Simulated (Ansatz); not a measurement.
# SiPH5O2: a line through the functionals

The species is SiPH5O2 (9 atoms), meant as a singlet with charge 0. SMILES: `O[SiH2]OP`. The coordinates come from a PBE0-D4/def2-TZVP relaxation. This is one conformer, not always the lowest.

The vertical ionisation energy (to the doublet cation) y, in eV, basis 6-31G(d); a is the functional's share of exact exchange. Programs: Ansatz 0.2.0.

| functional | program | a | y (eV) |
| --- | --- | --- | --- |
| BLYP | Ansatz | 0 | 9.07 |
| PBE | Ansatz | 0 | 9.20 |
| B3LYP | Ansatz | 0.2 | 9.54 |
| r2SCAN0 | Ansatz | 0.25 | 9.62 |
| PBE0 | Ansatz | 0.25 | ? |
| BHLYP | Ansatz | 0.5 | 9.66 |

Q: Fit y = c + s·a to the known rows and predict PBE0.

A: 
1. Means of the 5 rows: a = 0.1900, y = 9.418.
2. Σ(Δa)² = 0.172, Σ(Δa·Δy) = 0.1959, so the slope is 0.1959/0.172 = 1.139.
3. Intercept: 9.418 − (1.139) × 0.1900 = 9.202. The largest residual of the fit is 0.13.
4. PBE0: 9.202 + (1.139) × 0.25 = 9.49 eV.

The run gave 9.54 eV, so the prediction is off by -0.05 eV, within the scatter of the fit.

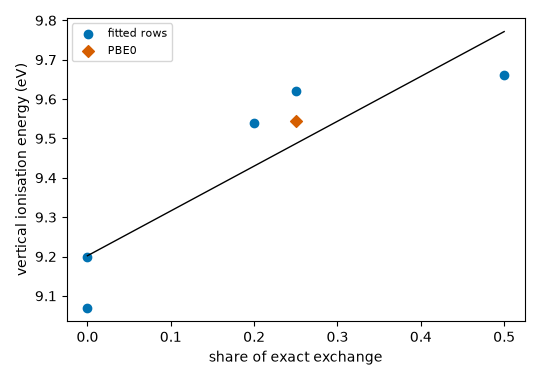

The fitted line, with the withheld row.
